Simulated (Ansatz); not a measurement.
Cost and result by functional for the adsorption energy of CH3 on the 1x1 (0001) surface of hcp Re, one in a 2x2 cell, started at the site 'hollow Re-Re-Re over Re at depth 2.1 Å', in Ansatz (plane waves, PAW). Single points on the PBE structure, on one kind of machine; costs are rough ratios of the slab run's core time (references not counted) to the cheapest single point. r2SCAN's cost holds its higher cutoff (500 against 420 eV). Differences are taken against r2SCAN for comparison alone: no measured value is at hand, so the table doesn't rank accuracy.

Set-up: 20 atoms, 6.5 Å thick at the start under the adsorbate (thin: gaps and levels are the slab's own); mesh 6x6x1; 0.1 eV smearing; dipole correction on; 8 atoms held, the rest relaxed; start symmetry kept, larger cells not searched; no spin, no spin-orbit, no U, no dispersion correction. At the end it is bonded to 3 Re. In PBE it is, or lies within 0.03 eV of, the lowest of the starts that converged. These notes are the PBE run's. Adsorption energies are against CH4(g) − ½ H2(g). A negative adsorption energy means that the adsorbate is more stable on the surface than in its reference.

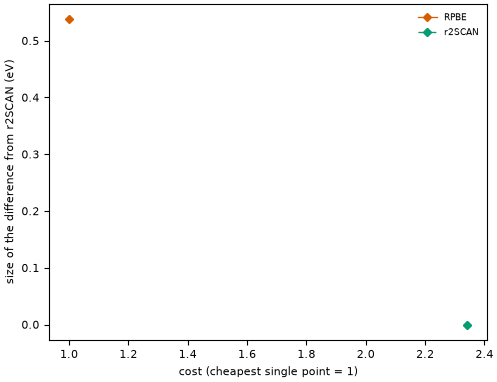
Figure: Difference from r2SCAN against cost

```csv
functional,relative cost,adsorption energy (eV),less r2SCAN (eV)
RPBE,1,0.42,0.54
r2SCAN,2,-0.12,0.00
PBE (the relaxed run's value),–,0.09,0.21
```

The values span 0.54 eV, while the single points' costs differ by a factor of roughly 2. Differences are of unrounded values.

Ansatz is a first-principles code.
